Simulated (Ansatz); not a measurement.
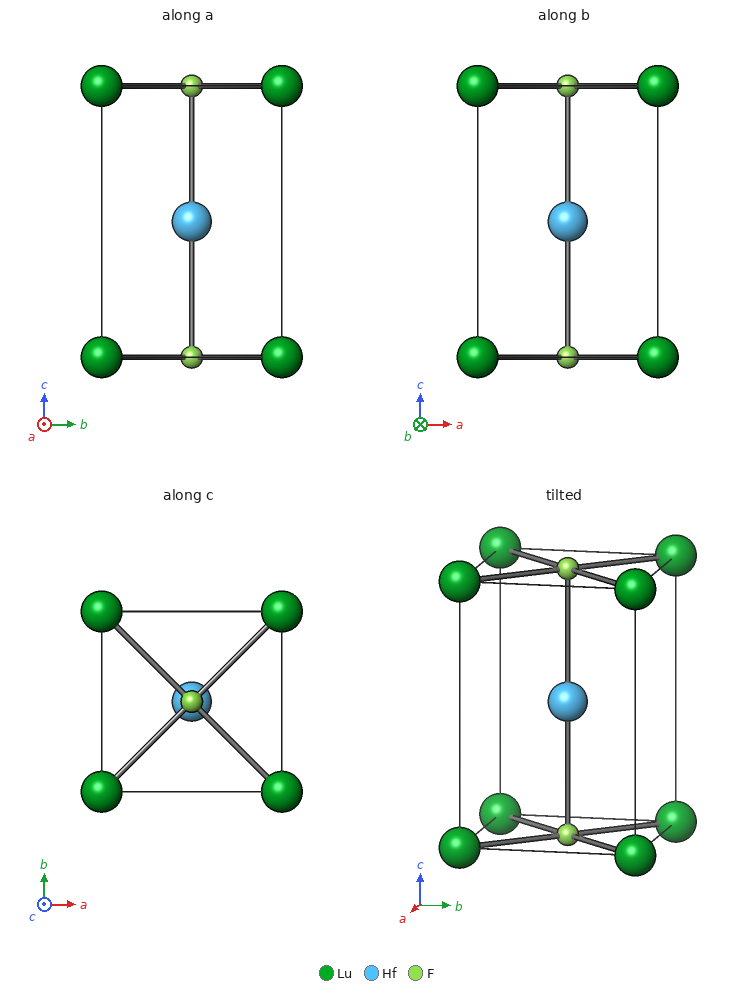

A ball-and-stick picture of a crystal structure, seen along the a axis, along the b axis, along the c axis and slightly off an axis. The conventional unit cell is drawn as a box.

Lattice parameters: a = 3.3399 Å, b = 3.3399 Å, c = 5.0270 Å, α = 90.000°, β = 90.000°, γ = 90.000°.

**Express the structure as a CIF in P1 with every atom of the cell.**

```cif
data_structure
_symmetry_space_group_name_H-M 'P 1'
_symmetry_Int_Tables_number 1
_cell_length_a 3.3399
_cell_length_b 3.3399
_cell_length_c 5.0270
_cell_angle_alpha 90.000
_cell_angle_beta 90.000
_cell_angle_gamma 90.000
_cell_volume 56.08
loop_
_atom_site_label
_atom_site_type_symbol
_atom_site_fract_x
_atom_site_fract_y
_atom_site_fract_z
_atom_site_occupancy
Lu1 Lu 0.0000 0.0000 0.0000 1
Hf1 Hf 0.5000 0.5000 0.5000 1
F1 F 0.5000 0.5000 0.0000 1
```

The structure was taken from a structure type filled with these elements by a generator (whether the compound takes this form wasn't checked). The geometry is the end of a relaxation with Ansatz 0.2.0, DFT PBE, scalar-relativistic, plane waves, PAW.
